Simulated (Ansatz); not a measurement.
## Molecular dynamics of CH5BFN (part 5 of 5)

CH5BFN; RKS PBE0/6-31G* (Ansatz 0.2.0). It belongs to a series of runs on one base structure; here: dynamics from the start.

Geometry of the input (Å):
```
B  -0.0417  -0.1638  -0.1023
F  -0.0581  -0.6002  1.1733
C  1.3437  0.0664  -0.8126
H  1.9218  -0.8660  -0.8350
H  1.2565  0.4331  -1.8404
H  1.9479  0.7866  -0.2471
N  -1.2803  0.0579  -0.7182
H  -2.1563  -0.0972  -0.2422
H  -1.3733  0.3831  -1.6663
```

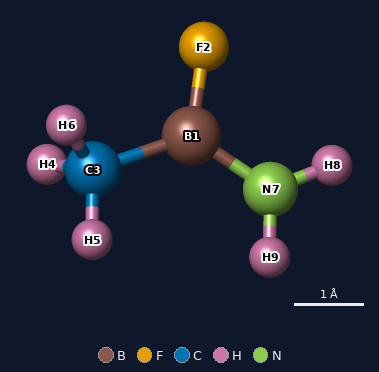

Fig. 1: The geometry at step 222 of the log (ball-and-stick view, seen at a tilt; atoms are numbered from 1 in the order of the input).

Trajectory as extended XYZ, continued:
```
9
Properties=species:S:1:pos:R:3:forces:R:3 step=190 time_fs=95.0 energy=-5998.07134 temperature=24.2
B    -0.0502   -0.1441   -0.1009    0.4749   0.3129  -0.1456
F    -0.1117   -0.6652    1.1381    0.0564  -0.1180   0.0488
C     1.3577    0.0924   -0.7805    0.3744  -0.3832  -0.4156
H     1.8426   -0.8908   -0.9677   -0.2032   0.3173   0.1317
H     1.3365    0.5985   -1.7622   -0.1992  -0.0870   0.3034
H     2.0703    0.6436   -0.1539   -0.1698  -0.0064   0.1146
N    -1.2648    0.1626   -0.7117   -0.3219   0.1942  -0.6450
H    -2.1327   -0.0867   -0.2768   -0.3116  -0.0276   0.2284
H    -1.3935    0.5718   -1.6332    0.3000  -0.2022   0.3792
9
Properties=species:S:1:pos:R:3:forces:R:3 step=193 time_fs=96.5 energy=-5998.06786 temperature=23.4
B    -0.0498   -0.1464   -0.1000    0.3911   0.4298  -0.3044
F    -0.1129   -0.6664    1.1361    0.0704  -0.1662   0.1488
C     1.3577    0.0915   -0.7815    0.4460   0.3544  -0.1836
H     1.8346   -0.8786   -0.9575    0.0448  -0.1513   0.0020
H     1.3436    0.6045   -1.7682   -0.1992  -0.1999   0.5248
H     2.0778    0.6450   -0.1388   -0.4818  -0.2100  -0.1808
N    -1.2655    0.1643   -0.7113   -0.6918   0.0001  -0.2871
H    -2.1414   -0.0857   -0.2656    0.1571   0.1154  -0.0451
H    -1.3932    0.5689   -1.6331    0.2634  -0.1723   0.3255
9
Properties=species:S:1:pos:R:3:forces:R:3 step=196 time_fs=98.0 energy=-5998.06390 temperature=19.9
B    -0.0486   -0.1481   -0.0999    0.2369   0.5166  -0.4329
F    -0.1141   -0.6678    1.1340    0.0902  -0.1976   0.2194
C     1.3585    0.0911   -0.7827    0.2988   0.7065   0.1833
H     1.8277   -0.8699   -0.9461    0.2628  -0.5518  -0.1175
H     1.3472    0.6062   -1.7626   -0.1868  -0.1493   0.3946
H     2.0756    0.6423   -0.1276   -0.5514  -0.2434  -0.2794
N    -1.2673    0.1659   -0.7113   -0.7327  -0.3056   0.3731
H    -2.1468   -0.0825   -0.2545    0.4334   0.2054  -0.2404
H    -1.3883    0.5627   -1.6262    0.1488   0.0192  -0.1002
9
Properties=species:S:1:pos:R:3:forces:R:3 step=199 time_fs=99.5 energy=-5998.07480 temperature=30.1
B    -0.0467   -0.1486   -0.1006    0.0546   0.5388  -0.5024
F    -0.1154   -0.6691    1.1320    0.1161  -0.2042   0.2520
C     1.3600    0.0918   -0.7834    0.0565   0.3198   0.4837
H     1.8269   -0.8724   -0.9371    0.2657  -0.5224  -0.1575
H     1.3466    0.6047   -1.7484   -0.1586   0.0354  -0.0128
H     2.0619    0.6347   -0.1226   -0.3217  -0.0711  -0.1232
N    -1.2702    0.1668   -0.7108   -0.2781  -0.4379   0.7135
H    -2.1427   -0.0760   -0.2484    0.2368   0.1652  -0.2008
H    -1.3797    0.5556   -1.6216    0.0287   0.1763  -0.4526
9
Properties=species:S:1:pos:R:3:forces:R:3 step=203 time_fs=101.5 energy=-5998.07770 temperature=32.8
B    -0.0437   -0.1476   -0.1026   -0.1960   0.4668  -0.4923
F    -0.1171   -0.6710    1.1296    0.1567  -0.1799   0.2475
C     1.3620    0.0931   -0.7829   -0.2245  -0.8501   0.5319
H     1.8340   -0.8912   -0.9303   -0.0034   0.0944  -0.1113
H     1.3405    0.6042   -1.7305   -0.0983   0.2606  -0.5238
H     2.0343    0.6235   -0.1190    0.2143   0.2997   0.2856
N    -1.2745    0.1670   -0.7087    0.6383  -0.1541   0.1434
H    -2.1313   -0.0622   -0.2463   -0.4415  -0.0043   0.0897
H    -1.3674    0.5508   -1.6298   -0.0455   0.0669  -0.1706
9
Properties=species:S:1:pos:R:3:forces:R:3 step=206 time_fs=103.0 energy=-5998.06977 temperature=25.1
B    -0.0418   -0.1458   -0.1053   -0.3494   0.3321  -0.3539
F    -0.1179   -0.6726    1.1281    0.1861  -0.1332   0.1889
C     1.3632    0.0923   -0.7816   -0.3004  -1.2458   0.2605
H     1.8400   -0.9037   -0.9287   -0.1597   0.4723  -0.0725
H     1.3329    0.6090   -1.7283   -0.0319   0.2044  -0.4559
H     2.0174    0.6212   -0.1111    0.4345   0.4290   0.4159
N    -1.2767    0.1667   -0.7066    0.8910   0.1015  -0.4334
H    -2.1314   -0.0515   -0.2432   -0.5992  -0.0441   0.1518
H    -1.3596    0.5495   -1.6406   -0.0710  -0.1163   0.2986
9
Properties=species:S:1:pos:R:3:forces:R:3 step=209 time_fs=104.5 energy=-5998.07982 temperature=33.4
B    -0.0406   -0.1432   -0.1087   -0.4534   0.1594  -0.1296
F    -0.1185   -0.6743    1.1267    0.2103  -0.0731   0.1017
C     1.3641    0.0894   -0.7796   -0.1857  -0.8523  -0.0397
H     1.8432   -0.9064   -0.9290   -0.1641   0.5359  -0.0596
H     1.3253    0.6185   -1.7357    0.0457  -0.0429  -0.0080
H     2.0097    0.6274   -0.0958    0.3057   0.2787   0.2001
N    -1.2775    0.1666   -0.7050    0.5352   0.1262  -0.4827
H    -2.1430   -0.0423   -0.2376   -0.1888   0.0412  -0.0542
H    -1.3536    0.5459   -1.6456   -0.1049  -0.1730   0.4719
9
Properties=species:S:1:pos:R:3:forces:R:3 step=212 time_fs=106.0 energy=-5998.08243 temperature=35.4
B    -0.0404   -0.1404   -0.1123   -0.4927  -0.0283   0.1370
F    -0.1187   -0.6761    1.1254    0.2245  -0.0071   0.0012
C     1.3647    0.0849   -0.7775   -0.0212   0.0464  -0.1235
H     1.8435   -0.8981   -0.9305   -0.0134   0.2654  -0.0789
H     1.3191    0.6280   -1.7441    0.1123  -0.2891   0.4460
H     2.0088    0.6396   -0.0769   -0.0266  -0.0458  -0.2154
N    -1.2773    0.1668   -0.7041    0.0128  -0.0168  -0.0929
H    -2.1580   -0.0327   -0.2338    0.3457   0.1300  -0.2865
H    -1.3497    0.5385   -1.6416   -0.1413  -0.0547   0.2129
9
Properties=species:S:1:pos:R:3:forces:R:3 step=215 time_fs=107.5 energy=-5998.07014 temperature=25.6
B    -0.0410   -0.1377   -0.1156   -0.4604  -0.2143   0.3870
F    -0.1187   -0.6781    1.1243    0.2277   0.0583  -0.0936
C     1.3652    0.0806   -0.7758   -0.0073   0.8629   0.0221
H     1.8440   -0.8843   -0.9339    0.2075  -0.1747  -0.1063
H     1.3154    0.6315   -1.7437    0.1436  -0.3495   0.5772
H     2.0071    0.6510   -0.0621   -0.2690  -0.3051  -0.5212
N    -1.2770    0.1667   -0.7033   -0.1983  -0.1323   0.2718
H    -2.1655   -0.0207   -0.2357    0.5132   0.1190  -0.2973
H    -1.3489    0.5297   -1.6336   -0.1570   0.1358  -0.2397
9
Properties=species:S:1:pos:R:3:forces:R:3 step=218 time_fs=109.0 energy=-5998.07053 temperature=25.6
B    -0.0425   -0.1355   -0.1183   -0.3613  -0.3830   0.5727
F    -0.1185   -0.6801    1.1229    0.2195   0.1129  -0.1597
C     1.3656    0.0775   -0.7742   -0.1238   1.1004   0.2556
H     1.8483   -0.8739   -0.9394    0.3332  -0.4634  -0.1000
H     1.3146    0.6275   -1.7320    0.1329  -0.1898   0.3206
H     2.0002    0.6557   -0.0577   -0.2723  -0.3554  -0.5433
N    -1.2772    0.1662   -0.7022    0.0120  -0.0396   0.1126
H    -2.1624   -0.0063   -0.2435    0.1806   0.0044  -0.0402
H    -1.3518    0.5235   -1.6307   -0.1209   0.2136  -0.4183
9
Properties=species:S:1:pos:R:3:forces:R:3 step=222 time_fs=111.0 energy=-5998.07750 temperature=30.5
B    -0.0455   -0.1338   -0.1199   -0.1429  -0.5524   0.6707
F    -0.1178   -0.6827    1.1211    0.1870   0.1517  -0.1715
C     1.3658    0.0761   -0.7715   -0.2939   0.2868   0.3480
H     1.8639   -0.8743   -0.9493    0.1545  -0.2356   0.0147
H     1.3170    0.6176   -1.7091    0.0726   0.1876  -0.3349
H     1.9831    0.6511   -0.0683    0.0979  -0.0709  -0.1150
N    -1.2772    0.1653   -0.7008    0.3620   0.3358  -0.8001
H    -2.1543    0.0117   -0.2536   -0.4449  -0.1559   0.3708
H    -1.3607    0.5222   -1.6393    0.0077   0.0529   0.0173
9
Properties=species:S:1:pos:R:3:forces:R:3 step=225 time_fs=112.5 energy=-5998.06615 temperature=21.5
B    -0.0485   -0.1339   -0.1196    0.0393  -0.6148   0.6428
F    -0.1171   -0.6843    1.1197    0.1504   0.1506  -0.1249
C     1.3654    0.0758   -0.7687   -0.3813  -0.5624   0.0647
H     1.8798   -0.8812   -0.9574   -0.1218   0.1789   0.1402
H     1.3205    0.6139   -1.6988    0.0262   0.3447  -0.6205
H     1.9712    0.6449   -0.0799    0.4681   0.2476   0.3298
N    -1.2766    0.1651   -0.7011    0.0811   0.4754  -1.1166
H    -2.1575    0.0221   -0.2537   -0.3570  -0.1594   0.3627
H    -1.3678    0.5233   -1.6463    0.0950  -0.0605   0.3217
9
Properties=species:S:1:pos:R:3:forces:R:3 step=228 time_fs=114.0 energy=-5998.06450 temperature=21.5
B    -0.0517   -0.1351   -0.1179    0.1840  -0.6049   0.5221
F    -0.1162   -0.6856    1.1180    0.1056   0.1195  -0.0239
C     1.3645    0.0746   -0.7657   -0.3174  -0.7890  -0.3602
H     1.8934   -0.8846   -0.9626   -0.3121   0.4243   0.2195
H     1.3245    0.6168   -1.7008    0.0024   0.2339  -0.4345
H     1.9691    0.6430   -0.0845    0.5789   0.3584   0.4941
N    -1.2761    0.1656   -0.7031   -0.5331   0.3828  -0.7893
H    -2.1677    0.0297   -0.2470    0.1667  -0.0856   0.0992
H    -1.3727    0.5222   -1.6470    0.1250  -0.0394   0.2731
9
Properties=species:S:1:pos:R:3:forces:R:3 step=231 time_fs=115.5 energy=-5998.07544 temperature=29.9
B    -0.0547   -0.1375   -0.1151    0.2557  -0.5092   0.3043
F    -0.1152   -0.6868    1.1164    0.0563   0.0610   0.1189
C     1.3631    0.0720   -0.7635   -0.0544  -0.2301  -0.5469
H     1.9000   -0.8800   -0.9630   -0.3162   0.3546   0.2131
H     1.3284    0.6245   -1.7108   -0.0090  -0.0364   0.0291
H     1.9789    0.6484   -0.0793    0.2927   0.1299   0.2302
N    -1.2765    0.1667   -0.7061   -0.9044   0.1564  -0.1217
H    -2.1751    0.0352   -0.2380    0.5816  -0.0210  -0.1506
H    -1.3753    0.5202   -1.6421    0.0978   0.0947  -0.0764
9
Properties=species:S:1:pos:R:3:forces:R:3 step=234 time_fs=117.0 energy=-5998.07746 temperature=32.4
B    -0.0571   -0.1408   -0.1115    0.2637  -0.3412  -0.0002
F    -0.1142   -0.6877    1.1148    0.0056  -0.0189   0.2927
C     1.3617    0.0688   -0.7621    0.1847   0.6758  -0.4072
H     1.8997   -0.8681   -0.9591   -0.1372  -0.0060   0.1300
H     1.3318    0.6318   -1.7193   -0.0228  -0.2574   0.4016
H     1.9950    0.6569   -0.0694   -0.1507  -0.2260  -0.1895
N    -1.2782    0.1681   -0.7093   -0.6937   0.0013   0.2743
H    -2.1706    0.0411   -0.2317    0.4871  -0.0198  -0.1723
H    -1.3765    0.5203   -1.6395    0.0633   0.1921  -0.3295
9
Properties=species:S:1:pos:R:3:forces:R:3 step=237 time_fs=118.5 energy=-5998.06956 temperature=24.4
B    -0.0590   -0.1445   -0.1078    0.2531  -0.1370  -0.3515
F    -0.1131   -0.6884    1.1135   -0.0459  -0.1070   0.4731
C     1.3610    0.0666   -0.7613    0.2187   1.3076  -0.1269
H     1.8968   -0.8565   -0.9527    0.0849  -0.4222   0.0255
H     1.3350    0.6339   -1.7197   -0.0439  -0.3132   0.4797
H     2.0079    0.6611   -0.0639   -0.4336  -0.4271  -0.4247
N    -1.2807    0.1696   -0.7123   -0.0317   0.0159   0.1199
H    -2.1564    0.0461   -0.2293   -0.0536  -0.0678   0.0238
H    -1.3765    0.5246   -1.6438    0.0521   0.1507  -0.2188
9
Properties=species:S:1:pos:R:3:forces:R:3 step=241 time_fs=120.5 energy=-5998.07065 temperature=25.1
B    -0.0611   -0.1501   -0.1038    0.2348   0.1196  -0.7581
F    -0.1116   -0.6893    1.1128   -0.1066  -0.2068   0.6603
C     1.3606    0.0671   -0.7605    0.0870   0.9833   0.2112
H     1.8961   -0.8555   -0.9438    0.1116  -0.5011  -0.0275
H     1.3376    0.6268   -1.7058   -0.0734  -0.0954   0.0632
H     2.0105    0.6534   -0.0700   -0.3591  -0.2947  -0.2651
N    -1.2840    0.1716   -0.7161    0.6868   0.1188  -0.3235
H    -2.1417    0.0499   -0.2254   -0.6298  -0.1035   0.2150
H    -1.3754    0.5336   -1.6553    0.0487  -0.0202   0.2246
9
Properties=species:S:1:pos:R:3:forces:R:3 step=244 time_fs=122.0 energy=-5998.07611 temperature=28.7
B    -0.0623   -0.1541   -0.1028    0.2169   0.2504  -0.9096
F    -0.1107   -0.6902    1.1134   -0.1396  -0.2395   0.6970
C     1.3606    0.0693   -0.7598   -0.0722   0.0169   0.2836
H     1.8988   -0.8665   -0.9378   -0.0919  -0.1587  -0.0003
H     1.3376    0.6185   -1.6927   -0.0827   0.1583  -0.4198
H     2.0034    0.6405   -0.0813   -0.0198   0.0428   0.1317
N    -1.2856    0.1732   -0.7193    0.5678   0.0297  -0.1027
H    -2.1441    0.0495   -0.2177   -0.3916  -0.0400  -0.0003
H    -1.3733    0.5397   -1.6591    0.0131  -0.0598   0.3203
9
Properties=species:S:1:pos:R:3:forces:R:3 step=247 time_fs=123.5 energy=-5998.06509 temperature=19.4
B    -0.0631   -0.1574   -0.1037    0.1758   0.3161  -0.8917
F    -0.1099   -0.6914    1.1148   -0.1600  -0.2277   0.6256
C     1.3606    0.0715   -0.7586   -0.2442  -0.8479   0.0777
H     1.8993   -0.8811   -0.9327   -0.3000   0.2341   0.0313
H     1.3356    0.6134   -1.6879   -0.0658   0.2650  -0.6337
H     1.9958    0.6277   -0.0892    0.3387   0.3802   0.5142
N    -1.2863    0.1748   -0.7225    0.1711  -0.1805   0.4846
H    -2.1535    0.0479   -0.2101    0.1241   0.0527  -0.3460
H    -1.3703    0.5449   -1.6565   -0.0397   0.0080   0.1379
9
Properties=species:S:1:pos:R:3:forces:R:3 step=250 time_fs=125.0 energy=-5998.06513 temperature=20.2
B    -0.0635   -0.1599   -0.1065    0.1132   0.3258  -0.7140
F    -0.1093   -0.6928    1.1170   -0.1697  -0.1757   0.4548
C     1.3603    0.0722   -0.7571   -0.2685  -0.9529  -0.2409
H     1.8934   -0.8907   -0.9275   -0.3502   0.3986   0.0252
H     1.3315    0.6139   -1.6956   -0.0181   0.1182  -0.3686
H     1.9953    0.6226   -0.0867    0.3892   0.4399   0.5440
N    -1.2869    0.1762   -0.7251   -0.0160  -0.3670   0.9532
H    -2.1603    0.0474   -0.2095    0.3962   0.0954  -0.5051
H    -1.3683    0.5499   -1.6510   -0.0761   0.1176  -0.1484
```
